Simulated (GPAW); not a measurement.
# ZnCu2SnS4 (I-4): G0W0 with GPAW, start to end, part 2 of 2

Aim: the G0W0 gap of ZnCu2SnS4 (I-4) on PBE, step by step.

GPAW 26.7.0; PBE and many-body steps on it, plane waves. Known limits of the many-body steps: not at the basis limit; d shell near the gap, gap tends to lie low; no spin-orbit coupling.

So far. Step 2 (Ground state): The gap is direct, at Γ. Step 3 (Bands along the symmetry lines): The gap is 0.297 eV, as in the run before at this level.

### Step 4. Empty states on the mesh, 4×4×4 mesh, 746 bands

Level of this step: DFT, PBE, plane waves, PAW (GPAW).

The sums over transitions need many empty states on a uniform mesh; this step solves for them.

The input, run.py:

```python
import json
import numpy as np
from gpaw.mpi import world
from gpaw import GPAW

calc = GPAW('gs.gpw').fixed_density(kpts={'size': (4, 4, 4), 'gamma': True},
    parallel={'domain': 1, 'band': 1},
    txt='nscf.txt')
calc.diagonalize_full_hamiltonian(nbands=746)
calc.write('full.gpw', mode='all')
res = {}
kpts = calc.get_ibz_k_points()
res['kpts'] = kpts
res['eigenvalues'] = [calc.get_eigenvalues(kpt=k) for k in range(len(kpts))]
res['n_electrons'] = calc.get_number_of_electrons()

if world.rank == 0:
    with open('result.json', 'w') as f:
        json.dump(res, f, default=lambda x: x.tolist())
```

On the command line:

```
$ mpirun -n 8 gpaw python run.py
```

Numbers of over 12 decimals in the logs are rounded to 6 here.

Output:

```text
Diagonalizing LCAO Hamiltonian
Converting LCAO to pw mode
convergence criteria:
- Maximum integral of absolute [eigenst]ate change: 4e-08 eV^2 / valence electron
maximum number of iterations: 100

SCF iterations
|iter     |     time |      energy | eigst |  dens |
|iter:   1|  |             | +1.19 |       |
|iter:   2|  |             | +0.63 |       |
|iter:   3|  |             | +0.30 |       |
[...]
|iter:  28|  |             | -6.72 |       |
|iter:  29|  |             | -6.98 |       |
|iter:  30|  |             | -7.41c|       |
SCF steps: 30
  __  _  _
 | _ |_)|_||  |
 |__||  | ||/\| - 26.7.0

Input parameters:
  mode=PW(ecut=600.0),
  convergence={'density': 1e-06, 'bands': -3},
  gpts=array([40, 40, 40]),
  kpts=MonkhorstPack(size=(4, 4, 4), gamma=True),
  maxiter=100,
  nbands=46,
  occupations=Occupations(name='fermi-dirac', width=0.001, fixmagmom=False),
  parallel={'domain': 1, 'band': 1},
  xc=XC(name='PBE')
Matrix size: 5397x5397
# Writing to full.gpw (mode='all')
  [... matrices ...]

timing:  # [seconds]
  Total: 513.207  # ━━━━━━━━━━━━━━━━━━━━━━━━━━━━━━━━━━━━━━━━━━━━━━━━━━━━━━━━━
```

It took 9.4 min on 8 MPI ranks of Arm Neoverse V1, shared host; peak memory 19 GiB; 68 min of CPU time.

Numbers from this step:

```
gap                                                           : 0.2973 eV
k of the valence top                                          : 0, 0, 0
k of the conduction bottom                                    : 0, 0, 0
least direct gap                                              : 0.2973 eV
k points computed                                             : 14
lowest point of the top converged band, above the valence top : 144.6577 eV
```

On this mesh the gap is 0.297 eV.

### Step 5. Screening and self-energy, 4×4×4 mesh, 120 bands, screening to 48 eV

Now the one-shot GW correction: screening in the RPA, then the self-energy of the levels asked for.

This step: G0W0 on PBE, plane waves, PAW.

The input, run.py:

```python
import json
import numpy as np
from gpaw.mpi import world
from gpaw.response.g0w0 import G0W0

gw = G0W0('full.gpw',
    filename='gw',
    kpts=[0],
    bands=(34, 38),
    ecut=48,
    nbands=120,
    integrate_gamma='WS',
    ppa=True)
gw.calculate()
res = {mode: {k: v for k, v in r.items() if k != 'sigma_eskwn'}
       for mode, r in gw.all_results.items()}

if world.rank == 0:
    with open('result.json', 'w') as f:
        json.dump(res, f, default=lambda x: x.tolist())
```

On the command line:

```
$ mpirun -n 8 gpaw python run.py
```

Output:

```text
Using integrator: PointIntegrator
FrequencyGridDescriptor(from 0.000+0.000j to 0.000+27.211j eV, 2 points)
Nonperiodic BCs:  [False False False]
Using integrator: PointIntegrator
FrequencyGridDescriptor(from 0.000+0.000j to 0.000+27.211j eV, 2 points)
Nonperiodic BCs:  [False False False]
  ___  _ _ _
 |   || | | |
 | | || | | |
 |__ ||_____|
 |___|

BZ k-points: Symmetries present (total): 4

  [... matrices ...]
64 k-points: 4 x 4 x 4 Monkhorst-Pack grid + [1/8,1/8,1/8]
14 k-points in the irreducible part of the Brillouin zone
       k-points in crystal coordinates                weights
   0:     0.00000000    0.00000000    0.00000000          1/64
   1:     0.25000000   -0.25000000    0.00000000          4/64
   2:     0.25000000   -0.25000000    0.25000000          4/64
   3:     0.25000000    0.00000000    0.00000000          8/64
   4:     0.25000000    0.25000000   -0.25000000          2/64
   5:     0.25000000    0.25000000    0.25000000          2/64
   6:     0.50000000    0.00000000    0.25000000          8/64
   7:     0.50000000    0.00000000    0.50000000          4/64
   8:     0.50000000    0.25000000    0.00000000          8/64
   9:     0.50000000    0.25000000    0.25000000          8/64
          ...
  13:     0.50000000    0.50000000    0.50000000          1/64

Distributing spins, k-points and bands (1 x 1 x 4) over 8 processes
Number of blocks: 1

Quasi particle states:
k-points (IBZ indices): [0]
Band range: (34, 38)
  [... matrices ...]
Computational parameters:
Plane wave cut-off: 48 eV
Number of bands: 120
Coulomb cutoff: None
Broadening: 0.1 eV

fxc modes: GW
Kernel: RPA
Using Godby-Needs plasmon-pole approximation:
  Fitting energy: i*E0, E0 = 1.000 Hartree
Summing all q:

Calculating screened Coulomb potential
No Coulomb truncation
FrequencyGridDescriptor(from 0.000+0.000j to 0.000+27.211j eV, 2 points)
Removing empty qpoint cache files...

Calculating chi0 body with:
    Ground state adapter containing:
    Number of spins: 1
    Number of kpoints: 64
    Number of irreducible kpoints: 14
    Number of completely occupied states: 36
    Number of partially occupied states: 36
    Occupied states memory: 35.15625 M / cpu

    Linear response parametrization:
    q_c: [0.0, 0.0, 0.0]
    Number of frequency points: 2
    Planewave cutoff: 48.0
    Number of bands: 120
    Number of planewaves: 123
    Broadening (eta): 1e-06
    comm.size: 8
    kncomm.size: 8
    blockcomm.size: 1

    Memory estimate of potentially large arrays:
        chi0_wGG: 0.461700 M / cpu
Integrating chi0 body.

Symmetries of q_c:
    Direct symmetries (Uq -> q): 4
    Indirect symmetries (TUq -> q): 4
In total 8 allowed symmetries.

  [... matrices ...]
14 groups of equivalent kpoints. 78.125% reduction.

Integral kind: response function
Integrating chi0 head and wings.

Symmetries of q_c:
    Direct symmetries (Uq -> q): 4
    Indirect symmetries (TUq -> q): 4
In total 8 allowed symmetries.

  [... matrices ...]
14 groups of equivalent kpoints. 78.125% reduction.

Integral kind: response function wings

Calculating chi0 body with:
    Ground state adapter containing:
    Number of spins: 1
    Number of kpoints: 64
    Number of irreducible kpoints: 14
    Number of completely occupied states: 36
    Number of partially occupied states: 36
    Occupied states memory: 35.15625 M / cpu

    Linear response parametrization:
[... the further q-points ...]

Results:
f:      Occupation numbers
eps:     KS-eigenvalues [eV]
vxc:     KS vxc [eV]
exx:     Exact exchange [eV]
sigma:   Self-energies [eV]
dsigma:  Self-energy derivatives
Z:       Renormalization factors
qp:      QP-energies [eV]

k-point 0 (0): (0.000, 0.000, 0.000)                GW
band       f     eps     vxc     exx   sigma  dsigma       Z      qp
                                                                   GW
  34   1.000   5.325 -28.105 -33.456   4.766  -0.349   0.741   4.891
  35   1.000   5.406 -28.710 -34.277   4.949  -0.353   0.739   4.949
  36   0.000   5.703 -15.538 -12.133  -2.497  -0.258   0.795   6.425
  37   0.000   7.438 -14.125 -10.805  -2.921  -0.252   0.799   7.757
```

Run time: 7 min. Hardware: 8 MPI ranks; peak memory 7.1 GiB; 51 min of CPU time.

This step gave:

```yaml
g0w0_gap_on_the_points_computed: 1.476 eV
least_direct_g0w0_gap_on_the_computed_points: 1.476 eV
z_at_the_valence_top: 0.7394
z_at_the_conduction_bottom: 0.7948
starting_gap_on_the_mesh: 0.2973 eV
k_of_the_valence_top: 0, 0, 0
k_of_the_conduction_bottom: 0, 0, 0
```

The gap on the mesh goes from 0.30 eV to 1.48 eV, a correction of +1.18 eV.

Limits: finite bands, cutoff and mesh; d shell near the gap, gap tends to lie low; no spin-orbit coupling. v1 is the top filled band, c1 the lowest empty one. The levels before and after the correction (eV, zero at the valence-band top of each column):

|  | conduction bottom | valence top |
| --- | --- | --- |
| Kohn-Sham | 0.30 | 0.00 |
| G0W0 | 1.48 | 0.00 |

|  | level | energy (eV) |
| --- | --- | --- |
| Kohn-Sham | Γ v2 | -0.081 |
| Kohn-Sham | Γ v1 | 0.000 |
| Kohn-Sham | Γ c1 | 0.297 |
| Kohn-Sham | Γ c2 | 2.032 |
| G0W0 | Γ v2 | -0.058 |
| G0W0 | Γ v1 | 0.000 |
| G0W0 | Γ c1 | 1.476 |
| G0W0 | Γ c2 | 2.808 |

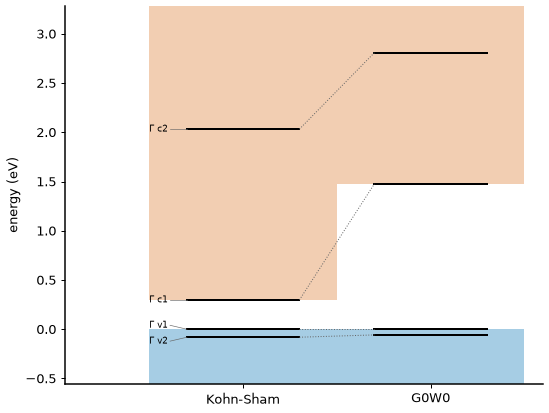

Levels before and after the correction. Shaded: valence and conduction bands.

### Step 6. Where the time went

Times are wall times on 8 MPI ranks of Arm Neoverse V1, shared host, good to a factor of about two.

| step | time | share | memory (GiB) |
| --- | --- | --- | --- |
| ground state | 2.1 min | 9 % | 1.9 |
| bands along the symmetry lines | 3.4 min | 16 % | 2.8 |
| empty states on the mesh | 9.4 min | 43 % | 19 |
| screening and self-energy | 7 min | 32 % | 7.1 |

### Step 7. Outcome

```json
{"PBE gap": "0.30 eV, direct", "G0W0 gap on the mesh": "1.48 eV", "GW settings": "4×4×4 mesh, 120 bands, screening to 48 eV, Godby-Needs plasmon pole", "known limits": "not at the basis limit; d shell near the gap, gap tends to lie low; no spin-orbit coupling"}
```

What this shows: G0W0 moves the gap on the mesh from 0.30 eV to 1.48 eV (+1.18 eV), with Z of 0.74 and 0.79 at the edges. Only 1 of the mesh's irreducible points was corrected, so a valley elsewhere could overtake. Against experiment, by G0W0@PBE: the direct gap of 1.48 eV lies −0.02 eV from the measured 1.5 eV (direct, 2018). An exciton line or allowed optical edge lies below the quasiparticle gap by the binding energy; a forbidden edge can push the onset above it. The calculation has static nuclei and no excitons; a measured gap holds zero-point and thermal motion, which mostly lowers it. Bands and cutoff are finite, so the gap is not at the basis limit. The miss can reach some tenths of an eV and take either sign; the mesh is an error of its own. These stock PAW sets were not made for GW. In the G0W0 run levels were corrected at 1 k point alone, so a gap called «on the mesh» is the least over those, and an edge elsewhere would be missed. A d shell, filled or nearly so, lies near the gap. One-shot GW converges very slowly in bands there, not always from below, and on a semilocal start the gap tends to come out low; starts rich in exact exchange can overshoot instead. The many-body steps are scalar-relativistic: spin-orbit coupling is not in them.

[Paths, hosts, dates, memory and timing lines, banners, echoed tables and standing remarks are left out of the program output.]

[Logs are printed without paths, hosts, clocks, repeated set-up lines and the standing remarks that a program may print on its own settings, such as how far it seeks lower states.]

[Runs of the session that timed out or met a known fault of the program may be left out.]

[Hosts, paths, dates, database ids (printed as entryN), source tags and the programs' standing remarks are cut or masked in the printed files.]
